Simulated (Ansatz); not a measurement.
Ga2AsN (space group R-3m, No. 166): the input geometry of an electronic-structure calculation (not necessarily at equilibrium); the starting structure was generated, so it need not be a known form of this composition.

```cif
data_structure
_symmetry_space_group_name_H-M 'R-3m:H'
_symmetry_Int_Tables_number 166
_cell_length_a 3.2931
_cell_length_b 3.2931
_cell_length_c 17.8627
_cell_angle_alpha 90.000
_cell_angle_beta 90.000
_cell_angle_gamma 120.000
_cell_volume 167.76
loop_
_atom_site_label
_atom_site_type_symbol
_atom_site_symmetry_multiplicity
_atom_site_Wyckoff_symbol
_atom_site_fract_x
_atom_site_fract_y
_atom_site_fract_z
_atom_site_occupancy
N1 N 3 a 0.00000 0.00000 0.00000 1
As1 As 3 b 0.33333 0.66667 0.16667 1
Ga1 Ga 6 c 0.00000 0.00000 0.26732 1
```

Describe the stacking along c, with columns A (0, 0), B (1/3, 2/3), C (2/3, 1/3) of the hexagonal mesh.

N(A) – Ga(C) – As(B) – Ga(A) – N(C) – Ga(B) – As(A) – Ga(C) – N(B) – Ga(A) – As(C) – Ga(B) (twelve layers in 17.86 Å).

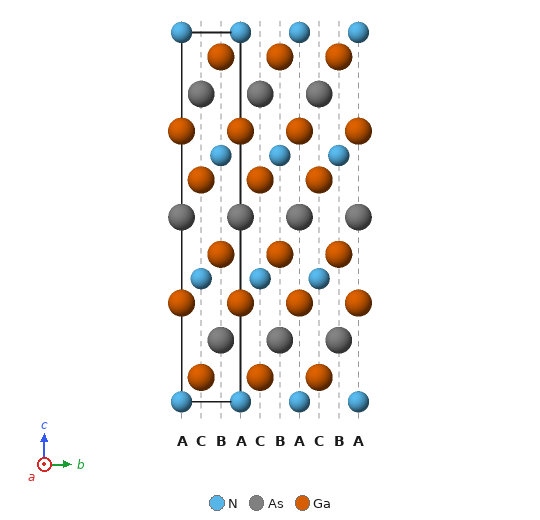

Projection along an edge of the hexagonal mesh, stacking direction c upwards. The dashed lines mark the three columns A (0, 0), B (1/3, 2/3) and C (2/3, 1/3). The sequence starts with the first layer at or above the cell's origin.
